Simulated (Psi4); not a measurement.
# CH4BS (SMILES C[B]S) at UCCSD/def2-SVPD

What is the vertical doublet–quartet gap of CH4BS at UCCSD/def2-SVPD? 

The calculation is run with Psi4 1.11.

1 further run of the same task is left out (set aside as unsound or not needed).

### Step 1. Starting point

CH4BS: 7 atoms, total charge 0, spin state doublet. As SMILES, `C[B]S`. The shape is that of a PBE0-D4/def2-TZVP optimisation. This is one conformer, not always the lowest.

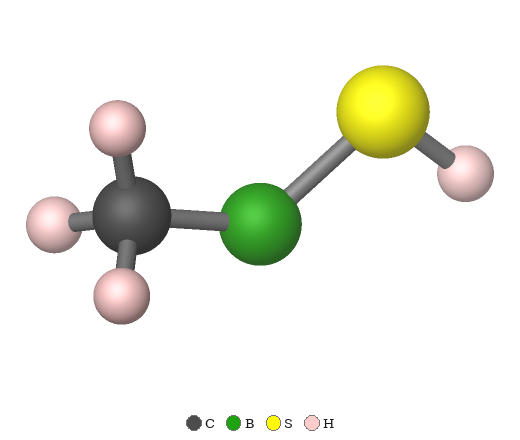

Viewed from a chosen angle; carbon dark grey, boron green, sulfur yellow, hydrogen pink.

### Step 2. The energy at UCCSD/def2-SVPD

calc.dat reads:

```
memory 1600 MB

molecule geom {
  0 2
  C
  B 1 1.547435
  S 2 1.759122 1 127.96398
  H 1 1.095227 2 109.69504 3 122.05833
  H 1 1.095456 4 108.29735 2 125.86363
  H 1 1.095071 4 105.70575 5 115.89485
  H 3 1.345692 2 99.11953 1 -179.98513
  symmetry c1
}

set {
  basis def2-SVPD
  reference uhf
  puream true
  e_convergence 1e-09
  d_convergence 1e-08
  scf_type pk
  num_frozen_docc 7
  maxiter 200
}

energy("ccsd")
print_variables()
```

Started as:

```bash
$ psi4 -n 1 calc.dat calc.out
```

calc.out:

```text
[...]
  Running in c1 symmetry.
[...]
  Nuclear repulsion =   80.534968969713688
[...]
  Multiplicity = 2
[...]
  Nalpha       = 16
  Nbeta        = 15
[...]
    Number of basis functions: 99
[...]
   @UHF iter   1:  -462.12803612805385   -4.96202e-01   3.59955e-03 ADIIS/DIIS
[...]
   @UHF iter  14:  -462.22321327210062   -9.72022e-12   9.56572e-09 DIIS
[...]
   @S^2 Observed:                7.569147240E-01
[...]
    Orbital Energies [Eh]
    ---------------------
    Alpha Occupied:
       1A    -91.937402     2A    -11.218663     3A     -8.970479
       4A     -7.645617     5A     -6.658600     6A     -6.657592
       7A     -6.655621     8A     -1.001790     9A     -0.945713
      10A     -0.645627    11A     -0.585712    12A     -0.560860
      13A     -0.525149    14A     -0.497603    15A     -0.400386
      16A     -0.321849
    Alpha Virtual:
      17A      0.074294    18A      0.094044    19A      0.094957
      20A      0.104374    21A      0.109937    22A      0.134547
      23A      0.143368    24A      0.166533    25A      0.195538
[...]
  @UHF Final Energy:  -462.22321327210062
   => Energetics <=
    Nuclear Repulsion Energy =             80.5349689697136881
    One-Electron Energy =                -795.4972420557676287
    Two-Electron Energy =                 252.7390598139533608
    Total Energy =                       -462.2232132721006224
  UHF NO Occupations:
  HONO-2 :   14  A 1.9989114
  HONO-1 :   15  A 1.9984280
[...]
 Multipole Moments:
 ------------------------------------------------------------------------------------
     Multipole            Electronic (a.u.)      Nuclear  (a.u.)        Total (a.u.)
 ------------------------------------------------------------------------------------
 L = 1.  Multiply by 2.5417464519 to convert [e a0] to [Debye]
 Dipole X            :          0.0009395           -0.0011053           -0.0001658
 Dipole Y            :         -1.3533889            1.5188343            0.1654454
 Dipole Z            :          3.8451397           -3.9199753           -0.0748356
 Magnitude           :                                                    0.1815835
[...]
      * MP2 total energy                      = -462.580891378746912
[...]
      * CCSD total energy                     = -462.622663150864071
[...]
```

It took 2 min on 1 thread of Intel Xeon at 2.70GHz, shared host; peak memory 0.98 GiB.

### Step 3. The quartet at the same level

ch4bs_ase.py reads:

```python
import numpy as np
from ase.calculators.psi4 import Psi4
from ase import Atoms

mol = Atoms(['C', 'B', 'S', 'H', 'H', 'H', 'H'], positions=[
    [-0.877200, 0.454500, -0.160300],
    [0.209500, -0.571500, 0.240900],
    [1.952900, -0.430400, 0.053400],
    [-1.579800, -0.007400, -0.862100],
    [-0.492900, 1.374600, -0.613900],
    [-1.471500, 0.726300, 0.718400],
    [2.320300, -1.614000, 0.577800],
])
calc = Psi4(atoms=mol, method='ccsd', basis='def2-SVPD', memory='1600MB', num_threads=1, charge=0, multiplicity=4, label='psi4-calc', reference='uhf')
calc.psi4.set_options({'puream': True, 'e_convergence': 1e-09, 'd_convergence': 1e-08, 'scf_type': 'pk', 'num_frozen_docc': 7, 'maxiter': 200})
mol.calc = calc

print(f'energy: {mol.get_potential_energy():.6f} eV')
```

Started as:

```bash
$ python ch4bs_ase.py
```

psi4-calc.dat:

```text
[...]
  Running in c1 symmetry.
[...]
  Nuclear repulsion =   80.534979943833477
[...]
  Multiplicity = 4
[...]
  Nalpha       = 17
  Nbeta        = 14
[...]
    Number of basis functions: 99
[...]
   @UHF iter   1:  -461.90565077941079   -2.73816e-01   4.34247e-03 DIIS/ADIIS
[...]
   @UHF iter  14:  -462.05411372933179   -5.34328e-12   5.66767e-09 DIIS
[...]
   @S^2 Observed:                3.773494829E+00
[...]
    Orbital Energies [Eh]
    ---------------------
    Alpha Occupied:
       1A    -92.046706     2A    -11.180483     3A     -9.076917
       4A     -7.559958     5A     -6.779276     6A     -6.760380
       7A     -6.758767     8A     -1.101549     9A     -0.911847
      10A     -0.692355    11A     -0.605339    12A     -0.574668
      13A     -0.534789    14A     -0.521462    15A     -0.482555
      16A     -0.295954    17A     -0.220658
    Alpha Virtual:
      18A      0.056439    19A      0.087658    20A      0.088644
      21A      0.091921    22A      0.130823    23A      0.143180
      24A      0.153155    25A      0.180646    26A      0.222693
[...]
  @UHF Final Energy:  -462.05411372933179
   => Energetics <=
    Nuclear Repulsion Energy =             80.5349799438334770
    One-Electron Energy =                -794.4506676903513380
    Two-Electron Energy =                 251.8615740171860580
    Total Energy =                       -462.0541137293317888
  UHF NO Occupations:
  HONO-2 :   15  A 1.0000000
  HONO-1 :   16  A 1.0000000
[...]
 Multipole Moments:
 ------------------------------------------------------------------------------------
     Multipole            Electronic (a.u.)      Nuclear  (a.u.)        Total (a.u.)
 ------------------------------------------------------------------------------------
 L = 1.  Multiply by 2.5417464519 to convert [e a0] to [Debye]
 Dipole X            :          5.2404236           -3.8299208            1.4105028
 Dipole Y            :         -1.7737820            1.6583182           -0.1154638
 Dipole Z            :          0.4595874           -0.5047244           -0.0451370
 Magnitude           :                                                    1.4159405
[...]
      * MP2 total energy                      = -462.386797580132964
[...]
      * CCSD total energy                     = -462.433330475517039
```

Standard output:

```text
energy: -12583.451866 eV
```

Run time: 1.9 min. Hardware: 1 thread of Intel Xeon at 2.70GHz, shared host; peak memory 1 GiB.

### Step 4. Results

At UCCSD/def2-SVPD, 7 core orbitals frozen:

```
                                                           quantity          value
                                              doublet: total energy  -462.62266 Eh
doublet: HOMO energy (Hartree–Fock orbitals) (highest over α and β)       -8.76 eV
 doublet: LUMO energy (Hartree–Fock orbitals) (lowest over α and β)        1.58 eV
               doublet: correlation energy (7 core orbitals frozen)     -399.4 mEh
                         doublet: ⟨S²⟩ of the reference determinant          0.757
                                             doublet: T1 diagnostic          0.022
                                              quartet: total energy  -462.43333 Eh
quartet: HOMO energy (Hartree–Fock orbitals) (highest over α and β)       -6.00 eV
 quartet: LUMO energy (Hartree–Fock orbitals) (lowest over α and β)       -1.68 eV
               quartet: correlation energy (7 core orbitals frozen)     -379.2 mEh
                         quartet: ⟨S²⟩ of the reference determinant          3.773
                                             quartet: T1 diagnostic          0.020
                   vertical energy of the quartet above the doublet       5.152 eV
```

At this shape the quartet lies 5.15 eV (497 kJ/mol) above the doublet.
